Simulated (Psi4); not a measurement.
# H3O+ (oxonium) at TPSS/aug-cc-pVTZ

Aim: the vertical singlet–triplet gap of H3O+ (oxonium) at TPSS/aug-cc-pVTZ, from 2 runs. 

Program for the calculation: Psi4 1.11.

1 further run of the same task is left out (set aside as unsound or not needed).

**1. The structure to begin with**

H3O+ has 4 atoms, charge +1, and is taken as a singlet. As SMILES, `[OH3+]`. The coordinates come from a PBE0-D4/def2-TZVP relaxation.

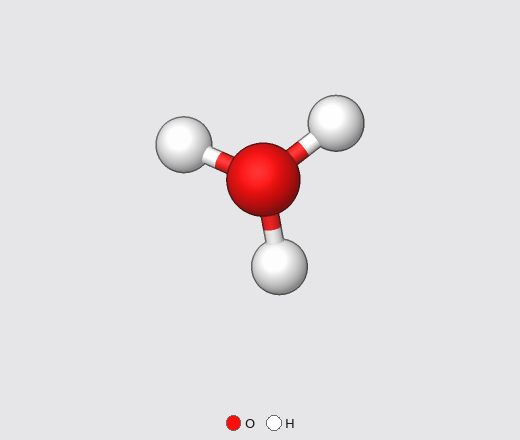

The structure, seen from a chosen angle (oxygen red, hydrogen white).

**2. Energy and gradient at TPSS/aug-cc-pVTZ**

input.json reads:

```json
{
  "schema_name": "qcschema_input",
  "schema_version": 1,
  "molecule": {
    "schema_name": "qcschema_molecule",
    "schema_version": 2,
    "symbols": ["O", "H", "H", "H"],
    "geometry": [0.34387346, -0.10714747, -0.09970195, 0.4139634, 1.73560006, 0.02861045, -0.77269012, -0.69596723, -1.45013803, 0.01485325, -0.93248536, 1.52126732],
    "molecular_charge": 1,
    "molecular_multiplicity": 1,
    "fix_symmetry": "c1"
  },
  "driver": "gradient",
  "model": {
    "method": "tpss",
    "basis": "aug-cc-pVTZ"
  },
  "keywords": {
    "puream": true,
    "e_convergence": 1e-09,
    "d_convergence": 1e-08,
    "scf_type": "pk",
    "dft_radial_points": 99,
    "dft_spherical_points": 590,
    "scf_properties": ["WIBERG_LOWDIN_INDICES", "DIPOLE", "LOWDIN_CHARGES"]
  }
}
```

Command:

```console
$ psi4 --qcschema input.json -n 1 --memory 1600MB
```

stdout:

```text
[...]
  Running in c1 symmetry.
[...]
  Nuclear repulsion =   13.956307389084099
[...]
  Multiplicity = 1
[...]
  Nalpha       = 5
  Nbeta        = 5
[...]
    Number of basis functions: 115
[...]
   @RKS iter   1:   -76.63129203163517    1.86419e-01   5.32006e-03 ADIIS/DIIS
[...]
   @RKS iter   8:   -76.74179295318920   -5.51381e-12   9.30069e-10 DIIS
[...]
    Orbital Energies [Eh]
    ---------------------
    Doubly Occupied:
       1A    -19.318825     2A     -1.385370     3A     -0.890403
       4A     -0.890373     5A     -0.689292
[...]
  @RKS Final Energy:   -76.74179295318920
   => Energetics <=
    Nuclear Repulsion Energy =             13.9563073890840990
    One-Electron Energy =                -128.5929371380474890
    Two-Electron Energy =                  47.3240307512773768
    DFT Exchange-Correlation Energy =      -9.4291939555031909
    Empirical Dispersion Energy =           0.0000000000000000
    VV10 Nonlocal Energy =                  0.0000000000000000
    Total Energy =                        -76.7417929531892042
[...]
 Multipole Moments:
 ------------------------------------------------------------------------------------
     Multipole            Electronic (a.u.)      Nuclear  (a.u.)        Total (a.u.)
 ------------------------------------------------------------------------------------
 L = 1.  Multiply by 2.5417464519 to convert [e a0] to [Debye]
 Dipole X            :          0.0320933           -0.5737000           -0.5416066
 Dipole Y            :         -0.0099737            0.1787591            0.1687854
 Dipole Z            :         -0.0093286            0.1663531            0.1570245
 Magnitude           :                                                    0.5886280
[...]
  -Total Gradient:
     Atom            X                  Y                   Z
    ------   -----------------  -----------------  -----------------
       1       -0.006688718490     0.002095607939     0.001937776623
       2        0.000658262682    -0.005769477075    -0.000621573246
       3        0.004191769866     0.001473112177     0.003790000326
       4        0.001838916257     0.002200516269    -0.005106323548
[...]
```

The result, in JSON:

```text
{
 "driver": "gradient",
 "model": {
  "method": "tpss",
  "basis": "aug-cc-pVTZ"
 },
 "success": true,
 "return_result": [-0.006688718490068149, 0.0020956079385261416, 0.0019377766230057047, 0.0006582626816114961, -0.00576947707540193, -0.0006215732461119488, 0.004191769866248668, 0.0014731121774378686, 0.003790000325523568, 0.001838916257263485, 0.002200516269457664, -0.005106323547851399],
 "properties": {
  "calcinfo_nbasis": 115,
  "calcinfo_nmo": 115,
  "calcinfo_nalpha": 5,
  "calcinfo_nbeta": 5,
  "calcinfo_natom": 4,
  "nuclear_repulsion_energy": 13.956307389084099,
  "return_energy": -76.7417929531892,
  "return_gradient": [-0.006688718490068149, 0.0020956079385261416, 0.0019377766230057047, 0.0006582626816114961, -0.00576947707540193, -0.0006215732461119488, 0.004191769866248668, 0.0014731121774378686, 0.003790000325523568, 0.001838916257263485, 0.002200516269457664, -0.005106323547851399],
  "scf_one_electron_energy": -128.5929371380475,
  "scf_two_electron_energy": 47.32403075127738,
  "scf_xc_energy": -9.429193955503191,
  "scf_dipole_moment": [-0.541606623255254, 0.16878539293375483, 0.15702448177048772],
  "scf_total_energy": -76.7417929531892,
  "scf_total_gradient": [-0.006688718490068149, 0.0020956079385261416, 0.0019377766230057047, 0.0006582626816114961, -0.00576947707540193, -0.0006215732461119488, 0.004191769866248668, 0.0014731121774378686, 0.003790000325523568, 0.001838916257263485, 0.002200516269457664, -0.005106323547851399],
  "scf_iterations": 8
 }
}
```

It took 56 s on 1 thread of Intel Xeon Platinum 8259CL at 2.50GHz (Skylake/Cascade Lake), shared host; peak memory 0.69 GiB.

**3. The triplet at the same level**

job.inp reads:

```
memory 1600 MB

molecule system {
  1 3
  O
  H 1 0.978205
  H 1 0.978205 2 113.02582
  H 1 0.978188 2 113.01489 3 -129.94022
  symmetry c1
}

set basis aug-cc-pVTZ
set reference uks
set puream true
set e_convergence 1e-09
set d_convergence 1e-08
set scf_type pk
set dft_radial_points 99
set dft_spherical_points 590
set maxiter 100

e_tot = gradient('tpss')
```

Command:

```console
$ psi4 -i job.inp -o job.out -n 1
```

job.out:

```text
[...]
  Running in c1 symmetry.
[...]
  Nuclear repulsion =   13.956305618847713
[...]
  Multiplicity = 3
[...]
  Nalpha       = 6
  Nbeta        = 4
[...]
    Number of basis functions: 115
[...]
   @UKS iter   1:   -76.32456000001179    4.93151e-01   1.82452e-03 ADIIS/DIIS
[...]
   @UKS iter  10:   -76.34437626383048   -2.00373e-12   3.08441e-09 DIIS
[...]
   @S^2 Observed:                2.001806127E+00
[...]
    Orbital Energies [Eh]
    ---------------------
    Alpha Occupied:
       1A    -19.547497     2A     -1.576223     3A     -1.044320
       4A     -1.044297     5A     -0.955167     6A     -0.384503
    Alpha Virtual:
       7A     -0.295817     8A     -0.295812     9A     -0.180797
      10A     -0.162867    11A     -0.162863    12A     -0.138007
      13A     -0.093501    14A     -0.093489    15A     -0.074958
      16A     -0.068711    17A     -0.068707    18A      0.026164
      19A      0.059690    20A      0.059695    21A      0.062032
      22A      0.074299    23A      0.084264    24A      0.084267
      25A      0.162932    26A      0.162938    27A      0.222004
[...]
  @UKS Final Energy:   -76.34437626383048
   => Energetics <=
    Nuclear Repulsion Energy =             13.9563056188477130
    One-Electron Energy =                -126.6356917553884784
    Two-Electron Energy =                  45.6486503322653334
    DFT Exchange-Correlation Energy =      -9.3136404595550459
    Empirical Dispersion Energy =           0.0000000000000000
    VV10 Nonlocal Energy =                  0.0000000000000000
    Total Energy =                        -76.3443762638304833
[...]
 Multipole Moments:
 ------------------------------------------------------------------------------------
     Multipole            Electronic (a.u.)      Nuclear  (a.u.)        Total (a.u.)
 ------------------------------------------------------------------------------------
 L = 1.  Multiply by 2.5417464519 to convert [e a0] to [Debye]
 Dipole X            :          0.4712688           -0.5440757           -0.0728069
 Dipole Y            :         -0.2201042            0.2540071            0.0339029
 Dipole Z            :         -0.1455804            0.1679938            0.0224134
 Magnitude           :                                                    0.0833823
[...]
  -Total Gradient:
     Atom            X                  Y                   Z
    ------   -----------------  -----------------  -----------------
       1       -0.010843886233     0.005068930068     0.003356798021
       2       -0.029014307307     0.013546937788    -0.129767367476
       3       -0.029013733122    -0.114123186153     0.063220368133
       4        0.068871744060     0.095507464655     0.063190580910
[...]
```

It took 1.9 min on 1 thread of Intel Xeon Platinum 8259CL at 2.50GHz (Skylake/Cascade Lake), shared host; peak memory 0.69 GiB.

**4. Summary of results**

Level: TPSS/aug-cc-pVTZ.

| quantity | value |
| --- | --- |
| singlet: total energy | -76.74179 Eh |
| singlet: HOMO energy | -18.76 eV |
| singlet: LUMO energy | -7.93 eV |
| singlet: HOMO–LUMO gap | 10.83 eV |
| singlet: largest force on an atom | 0.374 eV/Å |
| triplet: total energy | -76.34438 Eh |
| triplet: HOMO energy (highest over α and β) | -10.46 eV |
| triplet: ⟨S²⟩ | 2.002 |
| triplet: largest force on an atom | 6.873 eV/Å |
| vertical energy of the triplet above the singlet | 10.814 eV |

In words: At this shape the triplet lies 10.81 eV (249 kcal/mol) above the singlet. The largest force (singlet) is 0.37 eV/Å: the shape isn't a stationary point for this species at this level.
